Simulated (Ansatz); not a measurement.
## Electronic structure of CH6InSi (charge +1) in real space

The calculation's input:

```
crystal:
  periodic: [false, false, false]
  atoms:
    - {symbol: C, position_ang: [-2.289832, 2.078503, 2.136980]}
    - {symbol: In, position_ang: [-0.402899, 2.607033, 1.260137]}
    - {symbol: Si, position_ang: [1.900998, 3.252433, 0.189157]}
    - {symbol: H, position_ang: [-3.075515, 2.197865, 1.376114]}
    - {symbol: H, position_ang: [-2.479069, 2.746472, 2.990482]}
    - {symbol: H, position_ang: [-2.239065, 1.032332, 2.473741]}
    - {symbol: H, position_ang: [1.573013, 3.590647, -1.217165]}
    - {symbol: H, position_ang: [2.732505, 2.033404, 0.338364]}
    - {symbol: H, position_ang: [2.372149, 4.406302, 0.993087]}
basis:
  gaussian: {orbitals: def2-TZVPD}
total_charge: 1
hamiltonian: {xc: {name: PBE0}}
output: {forces: true, orbitals: {seedname: orbitals}}
```

Run with:

```sh
ansatz run input.yaml --threads 2 --pin off --max-ram 4350MiB --events-out events.jsonl --progress --plain --runs-dir runs
```

Geometry: B3LYP-D3(BJ)/def2-SVP; core potentials replace the inner electrons of In.

These are results of isolated molecule in a Gaussian basis; Kohn-Sham density functional theory, functional PBE0 in Ansatz 0.2.0, not measurements.

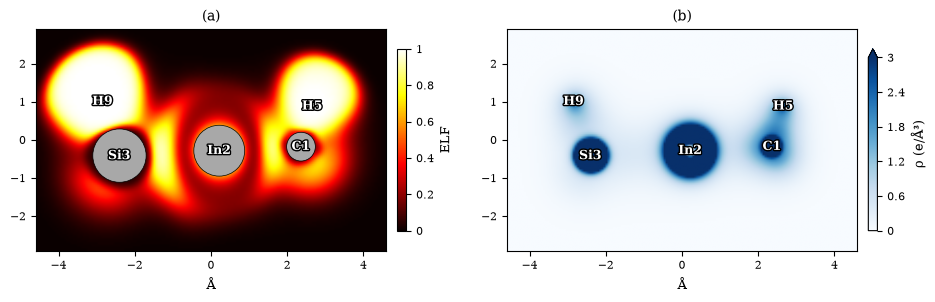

Figure 1. (a) electron localisation function; (b) electron density on the plane of atoms In2, Si3 and H9. Grey discs cover the atomic cores in the ELF map.

Q: What do the fields say about this system?

A: The section cuts through C, In, Si and H sites. C–In (2.15 Å): ρ at the midpoint is about 0.7 e/Å³; the ELF peaks at about 0.85 in the valence shell of C, 0.7 Å from its nucleus, and drops to about 0.20 between the two atoms. In–Si (2.62 Å): ρ is about 0.45 e/Å³ halfway; the ELF peaks at about 0.90 between the atoms; localised, covalent bonding. C–H (1.10 Å): ρ is about 1.9 e/Å³ halfway; the ELF climbs to about 1 towards the hydrogen, as it does in any bond to H: a covalent bond by its length. Si–H (1.48 Å): ρ at the midpoint is about 0.82 e/Å³; the ELF climbs to about 1 towards the hydrogen.

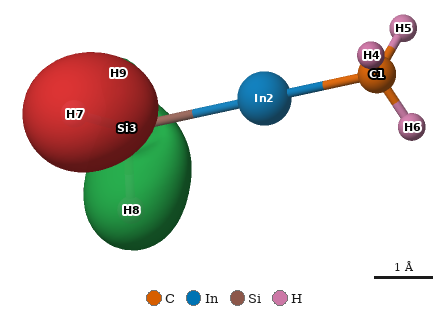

Figure 2. The HOMO−1 at ±0.15 Å⁻³ᐟ² (green and red are the two phases), seen at a tilt.

Q: What is the character of this orbital?

A: By Hirshfeld shares it lies mainly on Si3 (about 45 %), H7 (about 30 %) and H8 (about 15 %). It is one of a degenerate set, so its orientation is arbitrary. Its energy is −14.68 eV.
